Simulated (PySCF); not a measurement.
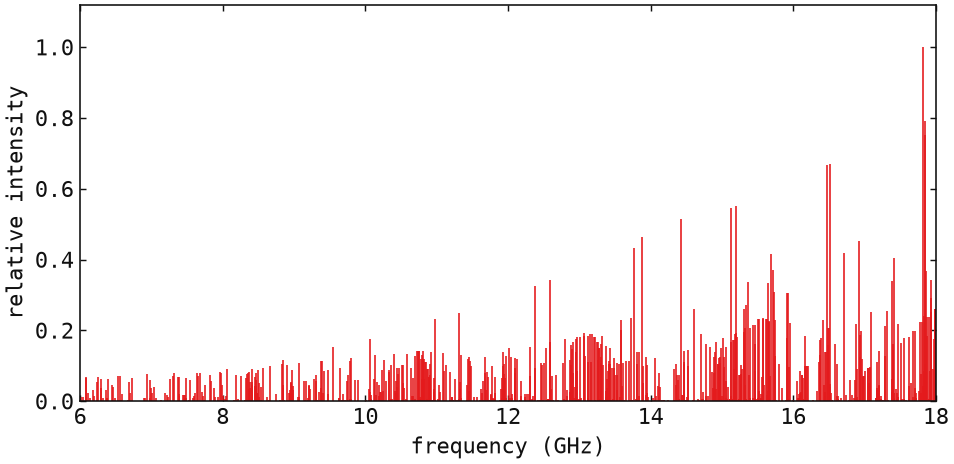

Simulated rotational absorption lines between 6 and 18 GHz at 10 K: rigid rotor with the equilibrium constants and dipole of one optimised conformer (PBE0-D3(BJ)/def2-SVP, PySCF 2.14.0), commonest isotopes; no centrifugal distortion, hyperfine structure, internal rotation or nuclear-spin weights; lines within 1 MHz of each other are summed.

### Which molecule gives this spectrum?
A. C₇H₁₂BF, SMILES C=CC[C@@H]1CBC[C@@H]1F
B. C₅H₁₂AlNO, SMILES C=N[C@@H]1CCC[O+]1[AlH3-], singlet
C. C₃H₁₄OSi₃, SMILES CC(C)[SiH2]O[SiH2][SiH3]
D. C₅H₁₅BGaNO₂, SMILES C[N+]1(C)[GaH2-][CH2]C[C@H]1B(O)O, singlet

Option C. Rotational constants A, B, C = 1.956, 0.8134, 0.6694 GHz, |μa|, |μb|, |μc| = 0.40, 0.78, 0.19 D.

Caveats: coarse grid, loose stop and no frequency check, small forces are noise and the end may be a saddle.
